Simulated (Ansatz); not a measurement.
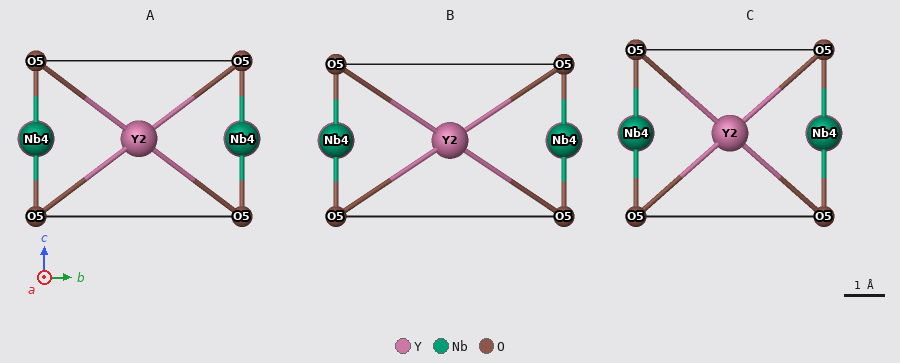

3 geometries from one relaxation of crystalline Y3NbO (a generated structure, set up in P6/mmm) (coarse preliminary run), in shuffled order. A ball-and-stick model of the cell of the calculation, seen along the a axis.

Method: Ansatz 0.2.0, DFT PBE, scalar-relativistic, plane waves, PAW. Set-up: plane-wave cutoff 420 eV; k-point mesh 6 × 6 × 4; occupations gaussian; smearing width 0.1 eV; no spin polarisation; cell and atoms relaxed; force threshold 0.04 eV/Å; at most 70 steps.

Put them in the order of the run, from the start to the converged end.

Answer. C, A, B. They are steps 0, 2, 9, at +5.189 eV per cell of the calculation, +1.263 eV per cell of the calculation relative to the last. The atoms keep their places relative to the cell (all moves are under 0.005 Å). The volume changes by +34.3 %, with a = b 5.469 → 6.634 Å (+21.3 %), c 4.199 → 3.834 Å (−8.7 %). Some distances before and after: Y–Y 2.735 → 3.317 Å, Nb–Y 2.735 → 3.317 Å, O–Y 3.448 → 3.831 Å, Nb–O 2.100 → 1.917 Å. The space group stays P6/mmm (No. 191). After 7 accepted moves (9 points after the start) the energy has fallen by 5.189 eV per cell of the calculation. All forces vanish by symmetry, so only the cell relaxes. The pressure goes from 19.69 to 0.13 GPa. The SCF was repeated twice at an unchanged geometry on a basis and grid sized afresh for the cell, which shifted the energy by 0.218 eV per cell of the calculation at most.

Limits of the set-up: the k-point mesh is coarse for a cell with partly filled bands; layers or molecules are held without a dispersion correction, so their spacing is unreliable.
